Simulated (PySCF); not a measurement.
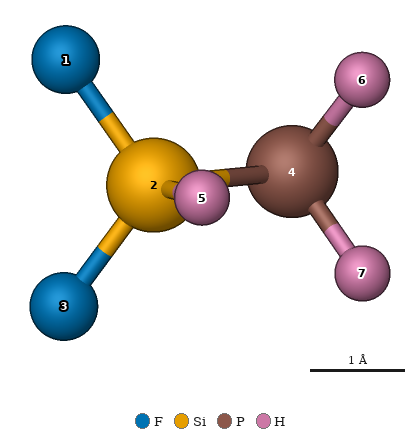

*The input geometry (ball-and-stick view, seen at a tilt; atoms are numbered from 1 in the order of the input).*

Bond lengths as drawn: F–Si 1.64 Å, H–P 1.44 Å, H–Si 1.49 Å and P–Si 2.24 Å.

Excited-state calculation of SiPH₃F₂

System: SiPH₃F₂.
Method: TDDFT (B1LYP)/6-31G, RKS, SMD solvent chloroform (PySCF 2.14.0).

The geometry was optimised with RPBE/DZVP2.

**The input (calc.py)**
```python
# F[SiH](F)P
from pyscf import gto, dft, tdscf, solvent

mol = gto.M(
    atom=[
    ('F', (-0.098007, -1.003024, 1.807456)),
    ('Si', (0.308875, -0.501887, 0.302309)),
    ('F', (0.523523, -1.829886, -0.631519)),
    ('P', (-1.414998, 0.660135, -0.529584)),
    ('H', (1.633731, 0.173591, 0.409792)),
    ('H', (-1.085193, 1.771590, 0.316908)),
    ('H', (-0.587476, 1.142802, -1.598650)),
],
    verbose=4,
    charge=0,
    max_memory=1860,
    basis='6-31g',
)

ks = dft.RKS(mol)
ks.xc = 'b1lyp'
ks = ks.density_fit(auxbasis='cc-pvqz-jkfit')
ks = ks.SMD()
ks.with_solvent.solvent = 'chloroform'
ks.kernel()

e_tot = ks.e_tot
print('E = %.10f Eh' % e_tot)

td = tdscf.TDDFT(ks)
td.nstates = 8
td.singlet = False
td.kernel()
td.analyze()
roots = td.e * 27.211386
```

Machine: 1 thread of Intel Xeon @ 2.50GHz (Skylake/Cascade Lake), 189 GiB of memory available, shared host.

Launched with:
```bash
OMP_NUM_THREADS=1 python calc.py
```

**What the program printed**
```
PySCF version 2.14.0

[INPUT] num. atoms = 7
[INPUT] num. electrons = 50
[INPUT] charge = 0
[INPUT] spin (= nelec alpha-beta = 2S) = 0
[INPUT] symmetry False subgroup None
[INPUT] Mole.unit = angstrom
[INPUT] Symbol           X                Y                Z      unit          X                Y                Z       unit  Magmom
[INPUT]  1 F     -0.098007000000  -1.003024000000   1.807456000000 AA   -0.185206388290  -1.895440656366   3.415596822202 Bohr   0.0
[INPUT]  2 Si     0.308875000000  -0.501887000000   0.302309000000 AA    0.583689156725  -0.948428975480   0.571281214991 Bohr   0.0
[INPUT]  3 F      0.523523000000  -1.829886000000  -0.631519000000 AA    0.989315089911  -3.457983379176  -1.193397952459 Bohr   0.0
[INPUT]  4 P     -1.414998000000   0.660135000000  -0.529584000000 AA   -2.673958686807   1.247474355240  -1.000768719952 Bohr   0.0
[INPUT]  5 H      1.633731000000   0.173591000000   0.409792000000 AA    3.087304151212   0.328039447689   0.774394648038 Bohr   0.0
[INPUT]  6 H     -1.085193000000   1.771590000000   0.316908000000 AA   -2.050717562295   3.347819905018   0.598869326684 Bohr   0.0
[INPUT]  7 H     -0.587476000000   1.142802000000  -1.598650000000 AA   -1.110168744755   2.159582794605  -3.021010669036 Bohr   0.0

nuclear repulsion = 226.140202988003
number of shells = 30
number of NR pGTOs = 148
number of NR cGTOs = 50
basis = 6-31g
ecp = {}

******** <class 'pyscf.solvent._attach_solvent.SMDDFRKS'> ********
method = SMDDFRKS
initial guess = minao
damping factor = 0
level_shift factor = 0
DIIS = <class 'pyscf.scf.diis.CDIIS'>
diis_start_cycle = 1
diis_space = 8
diis_damp = 0
SCF conv_tol = 1e-09
SCF conv_tol_grad = None
SCF max_cycles = 50
direct_scf = False
XC library pyscf.dft.libxc version 7.0.0
    S. Lehtola, C. Steigemann, M. J.T. Oliveira, and M. A.L. Marques.,  SoftwareX 7, 1–5 (2018)
XC functionals = b1lyp
    C. Adamo and V. Barone.,  Chem. Phys. Lett. 274, 242 (1997)
radial grids:
    Treutler-Ahlrichs [JCP 102, 346 (1995); DOI:10.1063/1.469408] (M4) radial grids

becke partition: Becke, JCP 88, 2547 (1988); DOI:10.1063/1.454033
pruning grids: <function nwchem_prune>
grids dens level: 3
symmetrized grids: False
atomic radii adjust function: <function treutler_atomic_radii_adjust>
small_rho_cutoff = 0
******** <class 'pyscf.solvent.smd.SMD'> ********
sasa_ng = 590
eps = 4.7113
frozen = False
---------- SMD solvent descriptors -------
n     = 1.4459
alpha = 0.15
beta  = 0.02
gamma = 38.39
phi   = 0.0
psi   = 0.75
--------------------- end ----------------
equilibrium_solvation = False
Set gradient conv threshold to 3.16228e-05
Initial guess from minao.
tot grids = 96312
******** <class 'pyscf.df.df.DF'> ********
auxbasis = cc-pvqz-jkfit
SMD E_diel = -0.000554640897870177
CDS correction = 0.001014709696198
Solvent Energy = -0.000554640897870177
init E= -832.40279863517
  HOMO = -0.274333957260394  LUMO = 0.0111444342601923  gap/eV = 7.76826
SMD E_diel = -0.0174005997057429
CDS correction = 0.001014709696198
Solvent Energy = -0.0174005997057429
cycle= 1 E= -832.100577210373  delta_E= 0.302  |g|= 0.805  |ddm|= 2.36
  HOMO = -0.272715663111143  LUMO = 0.00362721618733453  gap/eV = 7.51967
SMD E_diel = -0.00302763891396567
CDS correction = 0.001014709696198
Solvent Energy = -0.00302763891396567
cycle= 2 E= -831.955692862394  delta_E= 0.145  |g|= 1.28  |ddm|= 1.94
  HOMO = -0.283847349111638  LUMO = 0.0166623649211903  gap/eV = 8.17729
SMD E_diel = -0.00961178920856531
CDS correction = 0.001014709696198
Solvent Energy = -0.00961178920856531
cycle= 3 E= -832.22432327081  delta_E= -0.269  |g|= 0.0412  |ddm|= 1.15
  HOMO = -0.290051727299288  LUMO = 0.0200403357340688  gap/eV = 8.43803
SMD E_diel = -0.00980002647807376
CDS correction = 0.001014709696198
Solvent Energy = -0.00980002647807376
cycle= 4 E= -832.224915479684  delta_E= -0.000592  |g|= 0.0171  |ddm|= 0.107
  HOMO = -0.286815406294469  LUMO = 0.021201638268724  gap/eV = 8.38157
SMD E_diel = -0.00968302061854453
CDS correction = 0.001014709696198
Solvent Energy = -0.00968302061854453
cycle= 5 E= -832.225027272092  delta_E= -0.000112  |g|= 0.00226  |ddm|= 0.0341
  HOMO = -0.28739642285421  LUMO = 0.0207411440800229  gap/eV = 8.38485
SMD E_diel = -0.00970434711746897
CDS correction = 0.001014709696198
Solvent Energy = -0.00970434711746897
cycle= 6 E= -832.225029162733  delta_E= -1.89e-06  |g|= 0.000362  |ddm|= 0.00487
  HOMO = -0.287336965174163  LUMO = 0.0208001926533081  gap/eV = 8.38484
SMD E_diel = -0.00970118836752999
CDS correction = 0.001014709696198
Solvent Energy = -0.00970118836752999
cycle= 7 E= -832.225029211686  delta_E= -4.9e-08  |g|= 3.63e-05  |ddm|= 0.000712
  HOMO = -0.287339291413336  LUMO = 0.0207967577512885  gap/eV = 8.38481
SMD E_diel = -0.00970185387528437
CDS correction = 0.001014709696198
Solvent Energy = -0.00970185387528437
cycle= 8 E= -832.225029212363  delta_E= -6.77e-10  |g|= 7.76e-06  |ddm|= 8.8e-05
  HOMO = -0.287340155682446  LUMO = 0.0207967533858656  gap/eV = 8.38483
SMD E_diel = -0.00970177524219751
CDS correction = 0.001014709696198
Solvent Energy = -0.00970177524219751
Extra cycle  E= -832.22502921236  delta_E= 3.41e-12  |g|= 1.03e-05  |ddm|= 1.69e-05
converged SCF energy = -832.22502921236
E = -832.2250292124 Eh

******** <class 'pyscf.solvent._attach_solvent.SMDTDDFT'> for <class 'pyscf.solvent._attach_solvent.SMDDFRKS'> ********
nstates = 8 triplet
deg_eia_thresh = 1.000e-03
wfnsym = None
conv_tol = 1e-05
eigh lindep = 1e-12
eigh level_shift = 0
eigh max_cycle = 100

Solvent model for TDDFT:
******** <class 'pyscf.solvent.smd.SMD'> ********
sasa_ng = 590
eps = 1.78
frozen = False
---------- SMD solvent descriptors -------
n     = 1.4459
alpha = 0.15
beta  = 0.02
gamma = 38.39
phi   = 0.0
psi   = 0.75
--------------------- end ----------------
equilibrium_solvation = None
TDDFT non-equilibrium solvation with eps=1.78
Excitation energies (eV)
[6.01042939 6.31395893 7.26793861 7.33231921 7.72171401 7.84712674
 8.09764198 8.5724379 ]

** Triplet excitation energies and oscillator strengths **
      25 -> 26        0.69736
      24 -> 29       -0.10943
      25 -> 27        0.58997
      25 -> 29       -0.35641
      24 -> 26        0.18339
      24 -> 30        0.10353
      25 -> 28       -0.48674
      25 -> 30        0.44355
      24 -> 27        0.21757
      25 -> 27       -0.37630
      25 -> 29       -0.55430
      24 -> 26       -0.21288
      24 -> 28        0.12291
      25 -> 28       -0.49637
      25 -> 30       -0.41005
      24 -> 26        0.60452
      24 -> 28        0.11212
      25 -> 30       -0.30397
      22 -> 30        0.10171
      24 -> 27       -0.60639
      24 -> 29        0.17491
      25 -> 29       -0.25124
      22 -> 27        0.33516
      22 -> 29       -0.20505
      24 -> 28        0.42814
      24 -> 30       -0.28520
      25 -> 30        0.17869

** Transition electric dipole moments (AU) **
state          X           Y           Z        Dip. S.      Osc.
  1         0.0000      0.0000      0.0000      0.0000      0.0000
  2         0.0000      0.0000      0.0000      0.0000      0.0000
  3         0.0000      0.0000      0.0000      0.0000      0.0000
  4         0.0000      0.0000      0.0000      0.0000      0.0000
  5         0.0000      0.0000      0.0000      0.0000      0.0000
  6         0.0000      0.0000      0.0000      0.0000      0.0000
  7         0.0000      0.0000      0.0000      0.0000      0.0000
  8         0.0000      0.0000      0.0000      0.0000      0.0000

** Transition velocity dipole moments (imaginary part, AU) **
state          X           Y           Z        Dip. S.      Osc.
  1        -0.0000     -0.0000     -0.0000      0.0000      0.0000
  2        -0.0000     -0.0000     -0.0000      0.0000      0.0000
  3        -0.0000     -0.0000     -0.0000      0.0000      0.0000
  4        -0.0000     -0.0000     -0.0000      0.0000      0.0000
  5        -0.0000     -0.0000     -0.0000      0.0000      0.0000
  6        -0.0000     -0.0000     -0.0000      0.0000      0.0000
  7        -0.0000     -0.0000     -0.0000      0.0000      0.0000
  8        -0.0000     -0.0000     -0.0000      0.0000      0.0000

** Transition magnetic dipole moments (imaginary part, AU) **
state          X           Y           Z
  1        -0.0000     -0.0000     -0.0000
  2        -0.0000     -0.0000     -0.0000
  3        -0.0000     -0.0000     -0.0000
  4        -0.0000     -0.0000     -0.0000
  5        -0.0000     -0.0000     -0.0000
  6        -0.0000     -0.0000     -0.0000
  7        -0.0000     -0.0000     -0.0000
  8        -0.0000     -0.0000     -0.0000
```

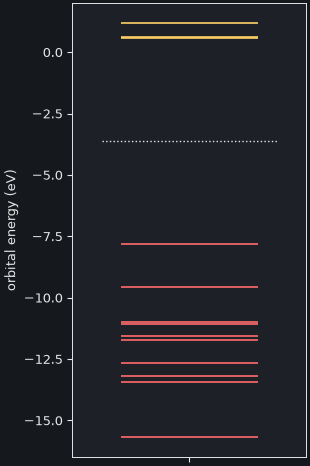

*Orbital energies near the frontier; the dotted line parts filled from empty levels, and levels within 0.02 eV of each other stand side by side.*

Highest filled −7.82 eV, lowest empty 0.57 eV, 8.39 eV apart.

**Summary**

| quantity | value |
| --- | --- |
| outcome | converged |
| total energy | −832.225029 hartree |
| solvation energy | −0.009702 hartree |
| basis functions | 50 |
| HOMO | −7.82 eV |
| LUMO | 0.57 eV |
| dipole moment | 3.99 D |
| wall time | 2 min |
| peak memory | 0.69 GiB |
